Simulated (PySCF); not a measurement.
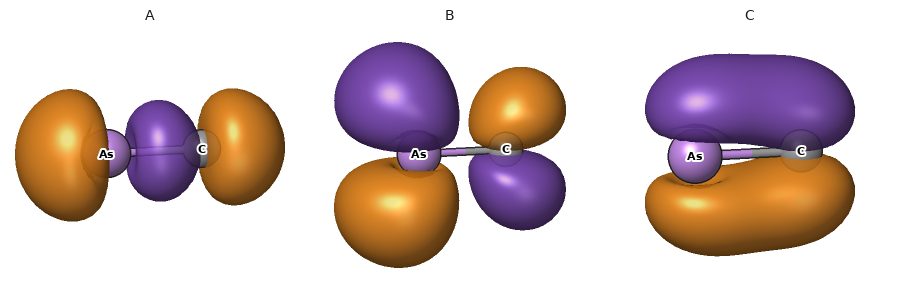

Figure 1: AsC (doublet). Three frontier α-spin orbitals, each drawn at the value that holds 80 % of its norm (orange and purple are the two phases), in no order; of a degenerate pair one member is drawn.

⟨S²⟩ = 0.83, above the pure value of 0.75.

The calculation used PBE0/aug-cc-pVDZ(-PP), non-relativistic Hamiltonian with scalar-relativistic core potentials where named, at a bond length of 1.675 Å in PySCF.

**Label each orbital by symmetry, say whether it is occupied, and order them by energy.**

Orbital A: σ, occupied in this spin, −9.18 eV; shared between the atoms (As 45 %, C 55 %).
Orbital C: π, occupied in this spin, −8.14 eV; bonding, with no node between the atoms.
Orbital B: π, empty in this spin, −2.04 eV; antibonding, with a node between the atoms.
